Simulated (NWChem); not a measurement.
# [NO2]− (nitrite) at 6 levels

We compute a comparison of 6 runs (HF/STO-3G, HF/3-21G, HF/def2-TZVPPD, PBE0/def2-SVP, SVWN5/def2-TZVPPD, r2SCAN/def2-TZVPPD) of [NO2]− (nitrite). 

The results are computed with NWChem 7.3.0.

### Step 1. Starting point

[NO2]−: 3 atoms, total charge -1, spin state singlet. As SMILES, `O=N[O-]`. The shape is that of a PBE0-D4/def2-TZVPD optimisation.

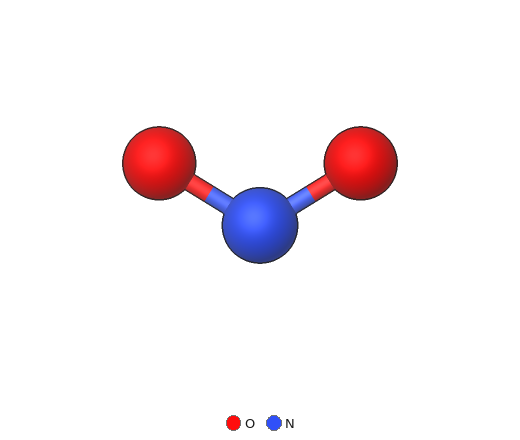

Viewed from a chosen angle; oxygen red, nitrogen blue.

### Step 2. Energy and gradient at HF/STO-3G (run 1)

Input file run.nw:

```
start run
memory 2200 mb
charge -1
geometry units angstrom noautosym nocenter noautoz
 O        0.322840       0.992650       0.287620
 N        0.325750      -0.245400       0.151990
 O       -0.648590      -0.747260      -0.439610
end
basis spherical bse
 * library STO-3G
end
scf
 thresh 1e-08
 maxiter 80
end
task scf gradient
```

Started as:

```
nwchem run.nw > run.out
```

Standard output:

```text
[...]
  functions       =    15
[...]
  wavefunction    = RHF
[...]
         Total SCF energy =   -201.155772488302
      One-electron energy =   -414.761379727300
      Two-electron energy =    150.053138934851
 Nuclear repulsion energy =     63.552468304147
        Time for solution =      0.2s
[...]
                         RHF ENERGY GRADIENTS
    atom               coordinates                        gradient
                 x          y          z           x          y          z
   1 O       0.610079   1.875837   0.543523    0.004769  -0.090650  -0.007425
   2 N       0.615578  -0.463739   0.287219   -0.077957   0.058742  -0.036372
   3 O      -1.225657  -1.412117  -0.830742    0.073188   0.031908   0.043797
[...]
```

Run time: 0.97 s. Hardware: 1 thread of Intel Xeon Platinum 8488C (Sapphire Rapids), shared host; peak memory 0.099 GiB.

### Step 3. Energy and forces at HF/3-21G (run 2)

Input file sp.nw:

```
start sp
memory total 2200 mb
charge -1

geometry units angstroms noautosym nocenter noautoz
   O      0.322840     0.992650     0.287620
   N      0.325750    -0.245400     0.151990
   O     -0.648590    -0.747260    -0.439610
end

basis spherical bse
   * library 3-21G
end

scf
   thresh 1e-08
   maxiter 80
   noprint "final vectors analysis"
end

task scf gradient
```

Started as:

```
nwchem sp.nw > sp.out
```

Standard output:

```text
[...]
  functions       =    27
[...]
  wavefunction    = RHF
[...]
         Total SCF energy =   -202.871413893072
      One-electron energy =   -413.020767377399
      Two-electron energy =    146.596885180179
 Nuclear repulsion energy =     63.552468304147
        Time for solution =      0.2s
[...]
                         RHF ENERGY GRADIENTS
    atom               coordinates                        gradient
                 x          y          z           x          y          z
   1 O       0.610079   1.875837   0.543523   -0.002047  -0.052263  -0.006919
   2 N       0.615578  -0.463739   0.287219   -0.038193   0.028779  -0.017819
   3 O      -1.225657  -1.412117  -0.830742    0.040240   0.023484   0.024738
[...]
```

It took 1.1 s on 1 thread of Intel Xeon Platinum 8488C (Sapphire Rapids), shared host; peak memory 0.099 GiB.

Runs 3 to 5 aren't shown in full; the table further down has their settings and results.

### Step 4. Energy and forces at r2SCAN/def2-TZVPPD (run 6)

Input file nw.nw:

```
start nw
title "NO2 gradient"
memory stack 880 mb heap 220 mb global 1100 mb
charge -1
geometry noautosym nocenter noautoz
   O      0.322840     0.992650     0.287620
   N      0.325750    -0.245400     0.151990
   O     -0.648590    -0.747260    -0.439610
end
basis spherical bse
   * library def2-TZVPPD
end
dft
   xc r2scan
   grid fine
   convergence energy 1e-08
   maxiter 100
   mulliken
end
task dft gradient
```

Started as:

```
nwchem nw.nw > nw.out
```

Standard output:

```text
[...]
          Wavefunction type:  closed shell.
          No. of atoms     :     3
          No. of electrons :    24
[...]
          Charge           :    -1
          Spin multiplicity:     1
[...]
          AO basis - number of functions:   117
[...]
              XC Information
              --------------
                      r^2SCAN Method XC Functional
               r^2SCAN metaGGA Exchange Functional  1.000
                     r^2SCAN Correlation Potential  1.000
[...]
 d= 0,ls=0.0,diis     1   -204.7715026696 -2.68D+02  1.85D-01  4.01D+00     2.2
[...]
 d= 0,ls=0.0,diis    10   -205.1481291651 -6.32D-09  8.42D-07  1.36D-08    17.1
         Total DFT energy =     -205.148129165128
      One electron energy =     -413.751520875102
           Coulomb energy =      169.171902643585
    Exchange-Corr. energy =      -24.120979237758
 Nuclear repulsion energy =       63.552468304147
[...]
      Total Density - Mulliken Population Analysis
     ---------------------------------------------
    Atom       Charge   Shell Charges
 -----------   ------   -------------------------------------------------------
    1 O    8     8.50   0.79  1.18  0.61  0.92  0.43 -0.05  1.85  1.83  0.80  0.08  0.00  0.03  0.00  0.00
    2 N    7     7.01   0.82  1.15  0.62  0.82  0.09  0.42  1.39  1.28  0.28  0.02  0.13 -0.02  0.01
    3 O    8     8.50   0.79  1.18  0.61  0.92  0.43 -0.05  1.85  1.83  0.80  0.08  0.00  0.03  0.00  0.00
[...]
  wavefunction    = closed shell
                         DFT ENERGY GRADIENTS
    atom               coordinates                        gradient
                 x          y          z           x          y          z
   1 O       0.610079   1.875837   0.543523    0.000027  -0.016268  -0.001789
   2 N       0.615578  -0.463739   0.287219   -0.012820   0.009664  -0.005981
   3 O      -1.225657  -1.412117  -0.830742    0.012793   0.006604   0.007769
[...]
```

It took 25 s on 1 thread of Intel Xeon Platinum 8488C (Sapphire Rapids), shared host; peak memory 0.12 GiB.

### Step 5. All runs side by side

```tsv
run	level	iteration cap	module	energy (Eh)	HOMO energy (eV)	LUMO energy (eV)	HOMO–LUMO gap (eV)	wall time
1	HF/STO-3G	80	scf	-201.155772	2.84	17.57	14.73	0.97 s
2	HF/3-21G	80	scf	-202.871414	–	–	–	1.1 s
3	HF/def2-TZVPPD	80	scf	-204.174313	-4.21	6.50	10.71	40 s
4	PBE0/def2-SVP	100	dft	-204.751329	1.36	7.06	5.70	5.7 s
5	SVWN5/def2-TZVPPD	100	dft	-203.778181	1.20	4.05	2.85	22 s
6	r2SCAN/def2-TZVPPD	100	dft	-205.148129	1.23	4.58	3.35	25 s
```

### Step 6. What came out

| quantity | value |
| --- | --- |
| run 6: total energy | -205.14813 Eh |
| run 6: HOMO energy | 1.23 eV |
| run 6: LUMO energy | 4.58 eV |
| run 6: HOMO–LUMO gap (to an unbound level, set by the basis) | 3.35 eV |
| run 6: largest force on an atom | 0.881 eV/Å |

In words: Over runs 1, 3, 4, 5, 6 the HOMO–LUMO gap runs from 2.85 eV (SVWN5/def2-TZVPPD) to 14.73 eV (HF/STO-3G). The two ends differ in method and basis. The empty levels of an anion lie above zero and hang on the basis. Totals of different functionals can't be ranked against each other. In runs 1, 4, 5, 6 the HOMO lies above zero, from self-interaction, a short basis or an electron that isn't bound. In run 1 the basis is minimal, so the values are rough. All runs together took 95 s, the longest 40 s.
